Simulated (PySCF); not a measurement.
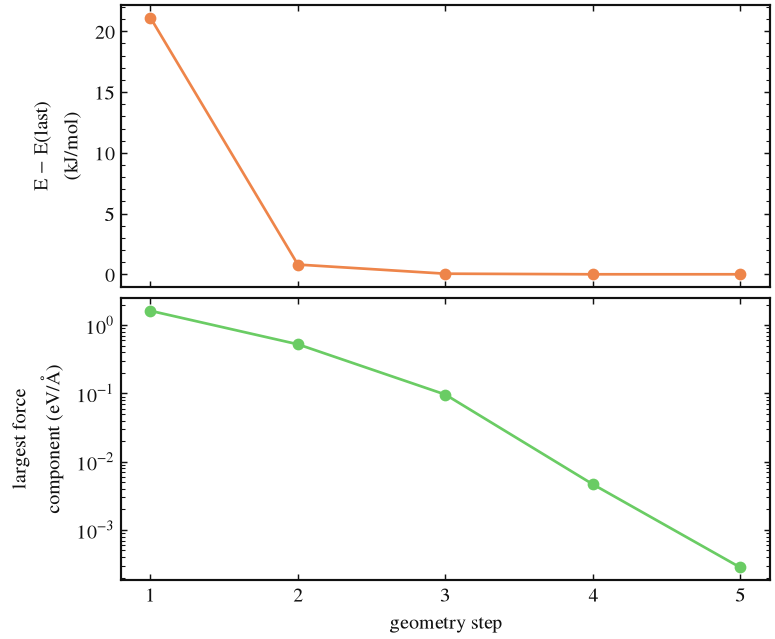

History of a geometry optimisation. The start has point group C2v, which is kept. A held symmetry can leave a saddle point.

System: SH2 molecule.
Method: RKS-based PBE, S def2-TZVP, H def2-TZVP; non-relativistic Hamiltonian; density fitting in PySCF.

How did the optimisation end?

The optimisation met its thresholds at geometry 5, counting the start as the first. The energy fell by about 21 kJ/mol from the first step to the last. The largest force component goes from about 1.6 eV/Å at the start to 2.8 × 10⁻⁴ eV/Å at the end.
